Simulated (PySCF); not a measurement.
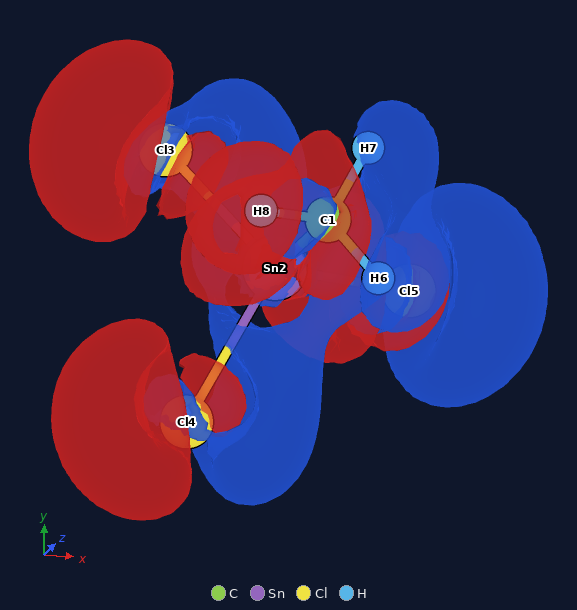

Figure. CH3Cl3Sn, SMILES `C[Sn](Cl)(Cl)Cl`. Change of the electron density in a uniform field of 0.21 V/Å, surfaces at ±0.001 e/Å³ (red: gain, blue: loss).

Computed with PySCF, B3LYP/def2-SVPD, geometry: GFN2-xTB. Core potentials replace the inner electrons of Sn; spin–orbit coupling isn't included. No frequency check shows the geometry to be a minimum. GFN2-xTB bond lengths at metals and heavier atoms can be off by up to 0.1 Å and shapes distorted, which carries into these values.

Geometry (Å), atoms numbered from 1:

```
C1       0.0057   -0.0024    2.4388
Sn2      0.0005    0.0000    0.2206
Cl3     -1.2197    1.7722   -0.6630
Cl4     -0.9277   -1.9401   -0.6651
Cl5      2.1427    0.1688   -0.6692
H6       0.5923   -0.8499    2.7632
H7       0.4523    0.9292    2.7641
H8      -1.0248   -0.0812    2.7662
```

Along which Cartesian direction does the field point?

Answer. Along +x: electrons gather on the −x side, against the field.

What dipole is induced, and what polarisability does it imply?

Answer. The induced dipole is 0.97 D (along the field); α along this axis, from the fields in both directions, is 95 bohr³ (14.1 Å³).

Which atoms gain and lose the most charge?

Answer. Electrons gather most on Cl3 (Hirshfeld charge changes by −0.015 e) and leave Cl5 most (+0.026 e); 0.076 electrons are displaced in all.

Cost of the run: 44 s on 1 thread of Intel(R) Xeon(R) Platinum 8259CL CPU @ 2.50GHz (Skylake/Cascade Lake), with other jobs on the host, peak memory 0.79 GiB.
